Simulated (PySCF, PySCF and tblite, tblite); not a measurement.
# dimethyl carbonate (C3H6O3): conformers and averaged spectra

Which conformers does dimethyl carbonate (C3H6O3) (`COC(=O)OC`) populate, and what do their averaged NMR parameters look like?

Programs: PySCF 2.14.0 with density-fitted response routines of our own, and tblite 0.8.0. All values are computed, except where a source is named. Atoms count from 0 throughout.

## Step 1: The molecule as given

12 atoms, charge 0, multiplicity 1; geometry from: MMFF94s geometry.

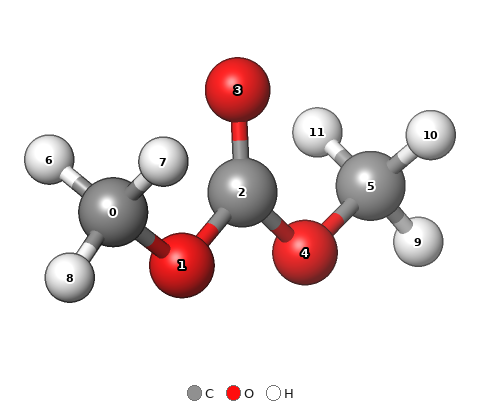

The starting geometry (carbon grey, oxygen red, hydrogen white), atoms numbered.

## Step 2: GFN2-xTB relaxation, conformer 1

What the job is given:

```
{"job": {"xc": "GFN2-xTB", "basis": "xTB", "kind": "relax"}, "charge": 0, "multiplicity": 1}
C     -2.316600    -0.169500     0.093600
O     -1.072700    -0.657700    -0.369100
C      0.008800    -0.005600     0.158400
O     -0.047600     0.943200     0.928500
O      1.126300    -0.564200    -0.341100
C      2.325300     0.044200     0.114800
H     -2.456600     0.881400    -0.207500
H     -2.405500    -0.269100     1.184700
H     -3.108900    -0.764700    -0.373500
H      3.170000    -0.476900    -0.339200
H      2.412500    -0.056300     1.202600
H      2.366200     1.094400    -0.178200
```

On the command line:

```bash
$ OMP_NUM_THREADS=1 python ens_run.py task.json out
```

This one command runs the whole study; its stages follow in the order run.

Standard output:

```text
step      E/eV     max force
  0    -590.41101    2.313
  1    -590.45892    1.998
  2    -590.47954    0.449
  3    -590.48494    0.248
  4    -590.49054    0.192
  5    -590.49550    0.255
  6    -590.49776    0.160
  7    -590.49859    0.051
  8    -590.49893    0.068
  9    -590.49919    0.067
 10    -590.49938    0.050
 11    -590.49952    0.030
 12    -590.49952    0.030
 13    -590.49958    0.031
 14    -590.49967    0.052
 15    -590.49970    0.040
 16    -590.49973    0.035
 17    -590.49983    0.017
 18    -590.49986    0.017
 19    -590.49991    0.019
 20    -590.49995    0.017
 21    -590.49999    0.015
 22    -590.50002    0.016
 23    -590.50007    0.018
 24    -590.50010    0.014
 25    -590.50012    0.012
 26    -590.50013    0.010
 27    -590.50014    0.008
 28    -590.50015    0.007
 29    -590.50016    0.005
 30    -590.50016    0.004
```

It took 0.13 s on 1 thread of Arm Neoverse V1, shared host.

The energy fell by 0.089 eV, and the atoms moved 0.03 Å (root mean square).

## Step 3: DFT optimisation, start 1: PBE0-D3(BJ)/def2-SVP

What the job is given:

```
{"job": {"kind": "geom", "xc": "PBE0", "basis": "def2-SVP", "d3": "d3bj", "grid": 1, "maxiter": 40}, "charge": 0, "multiplicity": 1}
C     -2.321973    -0.167091     0.092766
O     -1.053483    -0.641715    -0.340368
C     -0.000204     0.005453     0.159249
O      0.035866     0.567883     1.216284
O      1.006399    -0.076711    -0.711315
C      2.309072    -0.021637    -0.143723
H     -2.456319     0.878389    -0.191227
H     -2.411602    -0.251425     1.177443
H     -3.057621    -0.795518    -0.401738
H      2.999331    -0.099681    -0.979318
H      2.456664    -0.847131     0.555362
H      2.454804     0.920449     0.388288
```

Standard output:

```text
step      E/eV     max force
  0     -9332.87007   0.6753
  1     -9332.98303   0.5030
  2     -9333.02354   0.6776
  3     -9333.03162   0.6360
  4     -9333.03407   0.4165
  5     -9333.02032   0.7091
  6     -9333.04583   0.1640
  7     -9333.04454   0.3748
  8     -9333.04887   0.1076
  9     -9333.05044   0.1041
 10     -9333.05149   0.1156
 11     -9333.05409   0.1087
 12     -9333.05590   0.0851
 13     -9333.05522   0.2614
 14     -9333.05631   0.1638
 15     -9333.05745   0.1185
 16     -9333.05860   0.0382
 17     -9333.05891   0.0317
 18     -9333.05940   0.0280
 19     -9333.05954   0.0174
```

Run time: 79 s. Hardware: 1 thread of Arm Neoverse V1, shared host; peak memory 0.45 GiB.

Gain 0.189 eV; displacement 0.30 Å root mean square.

## Step 4: Shieldings, conformer 1: PBE0/pcSseg-1 in chloroform

What the job is given:

```
{"job": {"xc": "PBE0", "basis": "pcSseg-1", "solvent": "chloroform", "kind": "nmr", "pop": true}, "charge": 0, "multiplicity": 1}
C     -2.316952    -0.149737     0.108199
O     -1.104091    -0.406656    -0.572951
C     -0.003191    -0.043114     0.074237
O      0.035746     0.469693     1.160926
O      1.047903    -0.343951    -0.679854
C      2.305016    -0.009500    -0.122919
H     -2.477071     0.932023     0.232302
H     -2.318260    -0.618422     1.103429
H     -3.112618    -0.577683    -0.513124
H      3.058884    -0.364650    -0.834452
H      2.447002    -0.494935     0.853350
H      2.398565     1.078198     0.012562
```

Standard output:

```text
coarse grid: 10240 points
cycle   1  E = -342.9866113549  dE =  1.011e+00  |g| = 9.394e-01  |ddm| = 2.902e+00
cycle   2  E = -342.7714396120  dE =  2.152e-01  |g| = 1.460e+00  |ddm| = 1.176e+00
cycle   3  E = -343.1330328410  dE = -3.616e-01  |g| = 1.979e-01  |ddm| = 7.845e-01
cycle   4  E = -343.1392555531  dE = -6.223e-03  |g| = 7.122e-02  |ddm| = 1.444e-01
cycle   5  E = -343.1400864033  dE = -8.309e-04  |g| = 8.726e-03  |ddm| = 3.569e-02
cycle   6  E = -343.1401017300  dE = -1.533e-05  |g| = 2.420e-03  |ddm| = 7.649e-03
cycle   7  E = -343.1401028743  dE = -1.144e-06  |g| = 3.819e-04  |ddm| = 1.661e-03
final grid: 99480 points
cycle   8  E = -343.2067083235  dE = -1.484e-05  |g| = 1.380e-02  |ddm| = 1.740e-02
cycle   9  E = -343.2066819746  dE =  2.635e-05  |g| = 1.863e-02  |ddm| = 1.513e-02
cycle  10  E = -343.2067411566  dE = -5.918e-05  |g| = 1.101e-03  |ddm| = 8.780e-03
cycle  11  E = -343.2067413810  dE = -2.244e-07  |g| = 2.349e-04  |ddm| = 6.386e-04
cycle  12  E = -343.2067413877  dE = -6.643e-09  |g| = 1.354e-04  |ddm| = 1.975e-04
cycle  13  E = -343.2067413911  dE = -3.393e-09  |g| = 1.418e-05  |ddm| = 8.019e-05
cycle  14  E = -343.2067413911  dE = -3.547e-11  |g| = 3.850e-06  |ddm| = 1.291e-05
converged SCF energy = -343.2067413911

GIAO shielding tensors (ppm)
atom      isotropic    diamagn.    paramagn.     s11        s22        s33       span
  0 C      129.992     244.105    -114.114    101.700    109.483    178.792     77.091
  1 O      192.325     399.175    -206.850     46.142    235.208    295.625    249.483
  2 C       21.570     250.057    -228.487    -61.111     52.049     73.772    134.883
  3 O       37.116     403.595    -366.479   -108.234   -100.284    319.866    428.100
  4 O      192.250     399.168    -206.918     46.040    234.930    295.779    249.739
  5 C      130.029     244.120    -114.091    101.731    109.448    178.907     77.176
  6 H       27.583      28.528      -0.945     23.966     25.264     33.519      9.554
  7 H       27.462      28.517      -1.055     23.979     25.322     33.086      9.107
  8 H       27.478      27.308       0.170     23.571     25.716     33.148      9.577
  9 H       27.495      27.351       0.144     23.594     25.727     33.164      9.571
 10 H       27.502      28.535      -1.033     24.004     25.315     33.187      9.184
 11 H       27.579      28.590      -1.011     23.990     25.276     33.471      9.481
```

Wall time 9.7 s (1 thread of Arm Neoverse V1, shared host); peak memory 0.71 GiB.

In short: HOMO -8.63 eV, LUMO 1.09 eV; dipole 0.42 D.

## Step 5: Single-point energy, conformer 1: CAM-B3LYP/def2-TZVP in chloroform

Changed since step 4:

```diff
@@ -1,2 +1,2 @@
-{"job": {"xc": "PBE0", "basis": "pcSseg-1", "solvent": "chloroform", "kind": "nmr", "pop": true}, "charge": 0, "multiplicity": 1}
+{"job": {"xc": "CAM-B3LYP", "basis": "def2-TZVP", "solvent": "chloroform", "kind": "sp"}, "charge": 0, "multiplicity": 1}
 C     -2.316952    -0.149737     0.108199
```

Standard output:

```text
coarse grid: 10240 points
cycle   1  E = -343.4407885389  dE =  1.107e+00  |g| = 1.043e+00  |ddm| = 2.555e+00
cycle   2  E = -343.3159917862  dE =  1.248e-01  |g| = 1.395e+00  |ddm| = 1.055e+00
cycle   3  E = -343.6249310316  dE = -3.089e-01  |g| = 1.330e-01  |ddm| = 6.201e-01
cycle   4  E = -343.6270578365  dE = -2.127e-03  |g| = 7.287e-02  |ddm| = 8.904e-02
cycle   5  E = -343.6279035159  dE = -8.457e-04  |g| = 5.944e-03  |ddm| = 3.336e-02
cycle   6  E = -343.6279113078  dE = -7.792e-06  |g| = 1.385e-03  |ddm| = 5.140e-03
final grid: 99480 points
cycle   7  E = -343.6261493315  dE = -4.271e-05  |g| = 4.585e-03  |ddm| = 3.287e-02
cycle   8  E = -343.6261495651  dE = -2.336e-07  |g| = 4.581e-03  |ddm| = 4.536e-03
cycle   9  E = -343.6261533943  dE = -3.829e-06  |g| = 5.615e-04  |ddm| = 2.166e-03
cycle  10  E = -343.6261534339  dE = -3.955e-08  |g| = 2.832e-04  |ddm| = 3.646e-04
cycle  11  E = -343.6261534470  dE = -1.316e-08  |g| = 7.591e-05  |ddm| = 1.677e-04
cycle  12  E = -343.6261534481  dE = -1.030e-09  |g| = 2.229e-05  |ddm| = 4.840e-05
cycle  13  E = -343.6261534482  dE = -1.088e-10  |g| = 5.730e-06  |ddm| = 1.839e-05
converged SCF energy = -343.6261534482
```

It took 11 s on 1 thread of Arm Neoverse V1, shared host; peak memory 0.94 GiB.

Key values: HOMO -10.15 eV, LUMO 2.20 eV; dipole 0.58 D.

## Step 6: Couplings, conformer 1: B3LYP/pcJ-1

Changed since step 5:

```diff
@@ -1,2 +1,2 @@
-{"job": {"xc": "CAM-B3LYP", "basis": "def2-TZVP", "solvent": "chloroform", "kind": "sp"}, "charge": 0, "multiplicity": 1}
+{"job": {"xc": "B3LYP", "basis": "pcJ-1", "kind": "j"}, "charge": 0, "multiplicity": 1}
 C     -2.316952    -0.149737     0.108199
```

Standard output:

```text
coarse grid: 10240 points
cycle   1  E = -343.3614844702  dE =  9.777e-01  |g| = 1.051e+00  |ddm| = 2.727e+00
cycle   2  E = -343.0098263683  dE =  3.517e-01  |g| = 1.774e+00  |ddm| = 1.412e+00
cycle   3  E = -343.5313679232  dE = -5.215e-01  |g| = 2.996e-01  |ddm| = 9.915e-01
cycle   4  E = -343.5458203721  dE = -1.445e-02  |g| = 1.063e-01  |ddm| = 2.242e-01
cycle   5  E = -343.5475990363  dE = -1.779e-03  |g| = 1.571e-02  |ddm| = 5.165e-02
cycle   6  E = -343.5476494095  dE = -5.037e-05  |g| = 4.128e-03  |ddm| = 1.332e-02
cycle   7  E = -343.5476526895  dE = -3.280e-06  |g| = 6.662e-04  |ddm| = 2.639e-03
final grid: 99480 points
cycle   8  E = -343.6240078426  dE = -1.670e-04  |g| = 8.124e-03  |ddm| = 1.416e-02
cycle   9  E = -343.6239985668  dE =  9.276e-06  |g| = 1.044e-02  |ddm| = 9.010e-03
cycle  10  E = -343.6240184728  dE = -1.991e-05  |g| = 1.595e-03  |ddm| = 5.694e-03
cycle  11  E = -343.6240187228  dE = -2.500e-07  |g| = 1.000e-03  |ddm| = 1.219e-03
cycle  12  E = -343.6240188890  dE = -1.663e-07  |g| = 2.294e-04  |ddm| = 5.808e-04
cycle  13  E = -343.6240188987  dE = -9.646e-09  |g| = 2.357e-05  |ddm| = 1.391e-04
cycle  14  E = -343.6240188988  dE = -8.765e-11  |g| = 8.206e-06  |ddm| = 2.052e-05
converged SCF energy = -343.6240188988

Indirect spin-spin couplings (Hz)
  i      j    bonds     total        FC       PSO       DSO        SD
  0 C    1 O    1     19.449    20.727    -1.158    -0.120         -
  0 C    2 C    2     -1.023    -0.782    -0.240    -0.001         -
  0 C    3 O    3     -1.793    -1.964     0.172    -0.002         -
  0 C    4 O    3     -2.141    -2.240     0.037     0.062         -
  0 C    5 C    4      0.748     0.759     0.081    -0.092         -
  0 C    6 H    1    151.872   150.990     0.106     0.775         -
  0 C    7 H    1    152.065   151.202     0.079     0.784         -
  0 C    8 H    1    152.371   151.486     0.171     0.715         -
  0 C    9 H    5      0.191     0.213     0.313    -0.335         -
  1 O    2 C    1     17.734    11.463     6.475    -0.204         -
  1 O    5 C    3     -2.146    -2.245     0.037     0.062         -
  1 O    6 H    2     -2.058    -1.442    -0.725     0.110         -
  1 O    7 H    2     -1.755    -1.100    -0.768     0.113         -
  1 O    8 H    2    -15.877   -15.258    -0.656     0.036         -
  1 O   10 H    4      0.227     0.151    -0.115     0.191         -
  1 O   11 H    4      0.166     0.101    -0.123     0.188         -
  2 C    3 O    1     28.750    18.461    10.445    -0.155         -
  2 C    4 O    1     17.788    11.519     6.473    -0.204         -
  2 C    5 C    2     -1.021    -0.780    -0.240    -0.000         -
  2 C    6 H    3      0.822     1.059    -0.282     0.045         -
  2 C    7 H    3      1.705     1.970    -0.367     0.102         -
  2 C    8 H    3     11.285    11.325     0.475    -0.515         -
  2 C    9 H    3     11.309    11.349     0.476    -0.516         -
  2 C   10 H    3      1.513     1.775    -0.352     0.091         -
  2 C   11 H    3      0.970     1.210    -0.297     0.057         -
  3 O    5 C    3     -1.782    -1.952     0.171    -0.002         -
  3 O    6 H    4     -0.182    -0.336     0.219    -0.065         -
  3 O    7 H    4     -0.266    -0.435     0.279    -0.110         -
  3 O    8 H    4     -0.473    -0.580    -0.151     0.258         -
  3 O    9 H    4     -0.477    -0.584    -0.152     0.258         -
  3 O   10 H    4     -0.257    -0.425     0.270    -0.102         -
  3 O   11 H    4     -0.206    -0.362     0.228    -0.072         -
  4 O    5 C    1     19.466    20.754    -1.168    -0.120         -
  4 O    7 H    4      0.249     0.170    -0.113     0.192         -
  4 O    9 H    2    -15.917   -15.294    -0.659     0.037         -
  4 O   10 H    2     -1.797    -1.148    -0.762     0.113         -
  4 O   11 H    2     -1.993    -1.370    -0.733     0.110         -
  5 C    8 H    5      0.189     0.211     0.313    -0.335         -
  5 C    9 H    1    152.299   151.415     0.170     0.715         -
  5 C   10 H    1    152.037   151.172     0.082     0.783         -
  5 C   11 H    1    151.734   150.855     0.102     0.777         -
  6 H    7 H    2    -12.298   -12.333     2.278    -2.243         -
  6 H    8 H    2    -11.224   -11.201     2.563    -2.586         -
  7 H    8 H    2    -11.266   -11.241     2.556    -2.581         -
  9 H   10 H    2    -11.267   -11.243     2.563    -2.588         -
  9 H   11 H    2    -11.281   -11.258     2.564    -2.587         -
 10 H   11 H    2    -12.328   -12.363     2.281    -2.246         -
```

Wall time 19 s (1 thread of Arm Neoverse V1, shared host); peak memory 0.93 GiB.

In short: HOMO -8.12 eV, LUMO 0.90 eV; dipole 0.35 D.

## Step 7: Excited states, conformer 1: wB97X-D/def2-SVPD in chloroform

Changed since step 6:

```diff
@@ -1,2 +1,2 @@
-{"job": {"xc": "B3LYP", "basis": "pcJ-1", "kind": "j"}, "charge": 0, "multiplicity": 1}
+{"job": {"xc": "wB97X-D", "basis": "def2-SVPD", "nstates": 8, "ntriplets": 0, "solvent": "chloroform", "kind": "uv"}, "charge": 0, "multiplicity": 1}
 C     -2.316952    -0.149737     0.108199
```

Standard output:

```text
coarse grid: 10240 points
cycle   1  E = -343.0283120867  dE =  1.083e+00  |g| = 9.769e-01  |ddm| = 4.296e+00
cycle   2  E = -342.9730908564  dE =  5.522e-02  |g| = 1.178e+00  |ddm| = 2.096e+00
cycle   3  E = -343.2077948453  dE = -2.347e-01  |g| = 1.114e-01  |ddm| = 1.221e+00
cycle   4  E = -343.2095485152  dE = -1.754e-03  |g| = 5.680e-02  |ddm| = 1.638e-01
cycle   5  E = -343.2101273327  dE = -5.788e-04  |g| = 6.643e-03  |ddm| = 5.445e-02
cycle   6  E = -343.2101383635  dE = -1.103e-05  |g| = 1.743e-03  |ddm| = 1.879e-02
cycle   7  E = -343.2101392595  dE = -8.960e-07  |g| = 5.182e-04  |ddm| = 4.631e-03
final grid: 99480 points
cycle   8  E = -343.2747197915  dE = -8.747e-05  |g| = 3.987e-03  |ddm| = 9.804e-02
cycle   9  E = -343.2747217520  dE = -1.961e-06  |g| = 3.331e-03  |ddm| = 1.299e-02
cycle  10  E = -343.2747237182  dE = -1.966e-06  |g| = 5.726e-04  |ddm| = 4.236e-03
cycle  11  E = -343.2747237934  dE = -7.520e-08  |g| = 2.874e-04  |ddm| = 1.271e-03
cycle  12  E = -343.2747238102  dE = -1.675e-08  |g| = 6.467e-05  |ddm| = 4.220e-04
cycle  13  E = -343.2747238113  dE = -1.126e-09  |g| = 3.916e-05  |ddm| = 1.729e-04
cycle  14  E = -343.2747238117  dE = -3.721e-10  |g| = 5.846e-06  |ddm| = 9.347e-05
converged SCF energy = -343.2747238117

Static polarisability (au): isotropic 57.955, principal 46.666 57.011 70.188

Singlet excitations
state   eV       nm        f      main configurations
  1   7.2551    170.9   0.00005   H->L+1 0.93
  2   8.4989    145.9   0.00457   H->L 0.82
  3   8.6159    143.9   0.00965   H-1->L 0.80
  4   8.7099    142.3   0.34333   H-1->L+1 0.82
  5   8.8422    140.2   0.04145   H-2->L 0.83
  6   9.0806    136.5   0.12299   H-2->L+1 0.91
  7   9.6625    128.3   0.00171   H-3->L+1 0.93
  8   9.7527    127.1   0.00009   H-1->L+3 0.56, H-2->L+2 0.19, H->L+3 0.10
```

Wall time 20 s (1 thread of Arm Neoverse V1, shared host); peak memory 0.84 GiB.

This run: HOMO -10.74 eV, LUMO 2.12 eV; dipole 0.56 D; S1 7.26 eV.

## Step 8: Averages: properties at PBE0/pcSseg-1 in chloroform

What the job is given:

```
{"job": {"study": "conf", "smiles": "COC(=O)OC", "search": {"seed": 4253, "n_embed": 90, "ff_keep": 18, "window": 3.0, "nmax": 8, "temps": [250, 273.15, 298.15, 323.15, 373.15], "t_ref": 298.15, "order": 0.002, "geom": true}, "level": {"nmr": {"xc": "PBE0", "basis": "pcSseg-1", "solvent": "chloroform"}, "sp": {"xc": "CAM-B3LYP", "basis": "def2-TZVP", "solvent": "chloroform"}, "j": {"xc": "B3LYP", "basis": "pcJ-1", "top": 4}, "uv": {"xc": "wB97X-D", "basis": "def2-SVPD", "nstates": 8, "ntriplets": 0, "top": 4, "solvent": "chloroform"}}, "kind": "conf"}, "charge": 0, "multiplicity": 1}
C     -2.316952    -0.149737     0.108199
O     -1.104091    -0.406656    -0.572951
C     -0.003191    -0.043114     0.074237
O      0.035746     0.469693     1.160926
O      1.047903    -0.343951    -0.679854
C      2.305016    -0.009500    -0.122919
H     -2.477071     0.932023     0.232302
H     -2.318260    -0.618422     1.103429
H     -3.112618    -0.577683    -0.513124
H      3.058884    -0.364650    -0.834452
H      2.447002    -0.494935     0.853350
H      2.398565     1.078198     0.012562
```

Standard output:

```text
conformer  sym    E(xTB)   E(DFT)   G(298.15 K)  weight  dipole/D
    1     C2v     0.000    0.000    0.000   1.0000    0.585

mean shielding (ppm) by class
class atoms           250 K   273.15 K   298.15 K   323.15 K   373.15 K
  0 C  0,5           130.01     130.01     130.01     130.01     130.01
  1 O  1,4          192.287    192.287    192.287    192.287    192.287
  2 C  2              21.57      21.57      21.57      21.57      21.57
  3 O  3             37.116     37.116     37.116     37.116     37.116
  4 H  6,7,8         27.517     27.517     27.517     27.517     27.517
```

Run time: 60 s. Hardware: 1 thread of Arm Neoverse V1, shared host. This counts the runs that the step sums up.

The search (ETKDG and KDG, MMFF94s, GFN2-xTB) embedded 90 structures, kept 1 distinct ones after the force field and 1 after xTB; 1 was carried on (window 3.0 kcal/mol at the search's own energies). Energies: CAM-B3LYP/def2-TZVP in chloroform with D3(BJ).

Conformer by conformer (298 K):

```csv
no.,group,mirror pair,ΔE xTB,ΔE DFT,ΔG,weight (%),μ (D),C0–O1–C2–O4 (°),O1–C2–O4–C5 (°),"A, B, C (GHz)"
1,C2v,no,0.00,0.00,0.00,100.0,0.58,180,180,"10.55, 2.39, 2.00"
```

Energies in kcal/mol. ΔG holds xTB vibrations and rotation, symmetry numbers and mirror pairs.

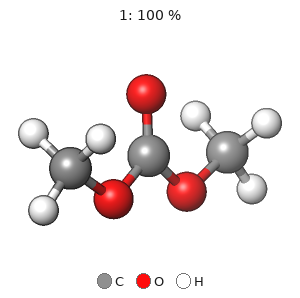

The one conformer.

Shifts against references run at the same level (13C TMS 185.2, 1H TMS 31.25, 17O H2O 341.0 ppm of shielding), by class of atoms, at 298 K:

```
                atoms                              environment  average  measured
                   C2                         carbonate carbon    163.6     156.4
               C0, C5                methyl carbon bonded to O     55.2      54.9
H6, H7, H8 and 3 more  hydrogen on a methyl carbon bonded to O     3.73      3.79
                   O3                carbonate carbonyl oxygen    303.9         –
               O1, O4                  carbonate alkoxy oxygen    148.7         –
```

Measured: solution, CDCl3, 298 K; Fulmer et al., Organometallics 2010, 29, 2176.

Couplings (Hz, B3LYP/pcJ-1; one pair named for each class, the eight largest averages at most for each number of bonds), from conformers that hold 100 % of the weight:

```csv
pair,bonds,average
C0–H6,1,152.1
C2–O3,1,28.8
C0–O1,1,19.5
O1–C2,1,17.8
H6–H7,2,-11.6
O1–H6,2,-6.6
C2–H6,3,4.6
C0–O4,3,-2.1
C0–O3,3,-1.8
```

Lowest and brightest singlet by conformer (wB97X-D/def2-SVPD in chloroform): no. 1 7.26 and 8.71 eV.

## Step 9: Outcome

```
                                         quantity                                                  value
                                       conformers  1; the first in weight is no. 1 (C2v), 100 % at 298 K
                          root-mean-square dipole                                                 0.58 D
averaged 13C shifts (PBE0/pcSseg-1 in chloroform)                                        163.6, 55.2 ppm
 averaged 1H shifts (PBE0/pcSseg-1 in chloroform)                                               3.73 ppm
```

The search found one conformer in the window, so the averages are its own values. Against 1 measured 1H shift the average misses by 0.06 ppm. Against 2 measured 13C shifts the average misses by 3.7 ppm. Vibration is missing from the shifts, so part of that gap is not the functional's.
